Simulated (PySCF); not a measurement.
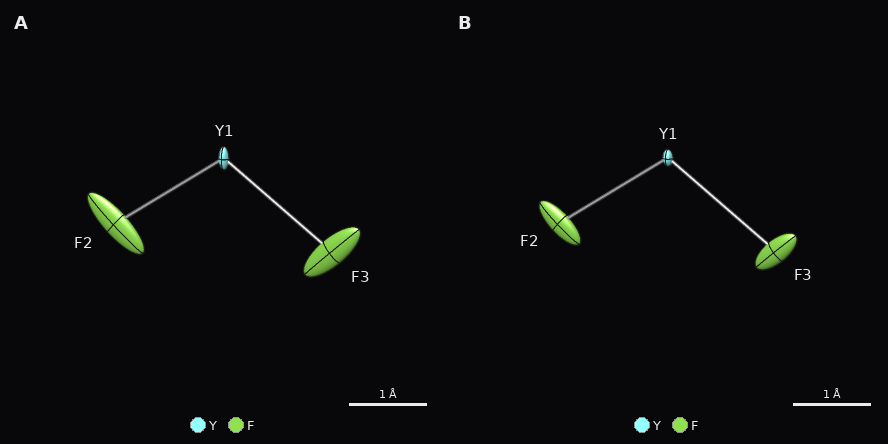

Displacement ellipsoids at the 50 % level, scaled by 3, from the internal vibrations of the free molecule (harmonic, no overall translation or rotation; no half-axis is drawn under 0.075 Å). State: charge +1, singlet. Vibrations computed with RKS-based PBE0, Y def2-TZVP with ECP28, F def2-TZVP; scalar-relativistic core potentials; density fitting (PySCF 2.14.0). One panel is for 298 K, the other for 600 K.

Which panel is for 600 K?

A.

How much does the mean-square displacement of F2 grow, and why?

U_eq goes from 0.0026 to 0.0049 Å², a factor of 1.9. Modes below kT (417 cm⁻¹ at 600 K) grow about in proportion to T, and the lowest lies at 154 cm⁻¹; the mean-square amplitude of a mode is its zero-point value times coth(ħω/2kT), which comes close to 1 only above about 3kT.

The search tried a few shapes and spins; others may lie lower.
